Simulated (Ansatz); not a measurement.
A ladder of methods for GeH3F (GeFH3)

GeH3F: 5 atoms, total charge 0, spin state singlet. SMILES: `[H][Ge]([H])([H])[F]`. The shape comes from GFN2-xTB, which is rough for such elements, and wasn't checked as a minimum.

```xyz
5

Ge   -0.0013    0.0007   -0.1397
F     0.0103   -0.0182    1.5949
H     1.4486    0.0117   -0.4946
H    -0.7318    1.2607   -0.4655
H    -0.7258   -1.2550   -0.4950
```

Each level gives the energy change with the Ge1–H4 bond stretched from 1.492 to 3.731 Å (eV). The values are calculated.

```csv
level,kind,program,value (eV),less FCI/STO-3G,CPU time (all runs)
HF/STO-3G (restricted),Hartree–Fock,Ansatz,9.78,+5.09,0.47 s
PBE/STO-3G (restricted),GGA,Ansatz,6.18,+1.49,2.9 s
r2SCAN/STO-3G (restricted),meta-GGA,Ansatz,6.67,+1.98,7.5 s
BHLYP/STO-3G (restricted),global hybrid,Ansatz,8.19,+3.50,2.8 s
r2SCAN0/STO-3G (restricted),hybrid meta-GGA,Ansatz,7.57,+2.88,7 s
BCCD(T)/STO-3G (restricted),coupled cluster or CI,Ansatz,4.62,-0.07,0.75 s
CCSD(T)/STO-3G (restricted),coupled cluster or CI,Ansatz,4.62,-0.07,0.63 s
CCSDTQ/STO-3G (restricted),coupled cluster or CI,Ansatz,4.69,0.00,46 s
FCI/STO-3G,exact in the basis,Ansatz,4.69,0.00,27 s
```

FCI/STO-3G is exact within its basis and frozen core, so for wave-function methods in that basis the difference is their error; functionals converge differently with the basis, so for them it is only a difference. Spin-restricted single references rise too steeply as a bond breaks, Hartree–Fock most of all. Perturbation and coupled-cluster corrections on them can overshoot downwards. All-electron rows without a relativistic Hamiltonian named are non-relativistic. The first shape isn't each level's own minimum. The values span 4.62 to 9.78 eV. All rows use very small basis sets, so even the best lies far from the true value. In the correlated wave-function rows the outer d shell of Ge is correlated, in sets not made for it. CPU times are rough (shared hosts, several kinds of processor): they show what a rung costs within a factor of a few.

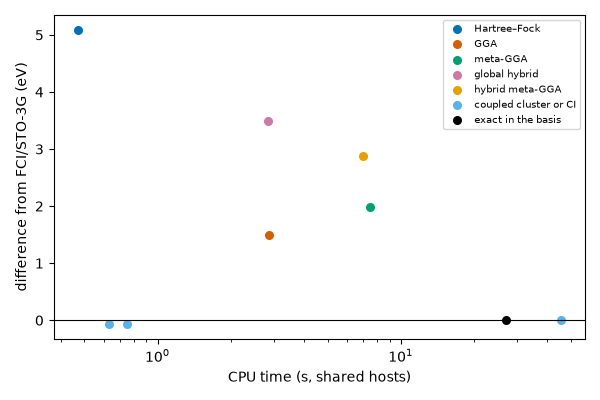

Difference from FCI/STO-3G against processor time, one point a level.
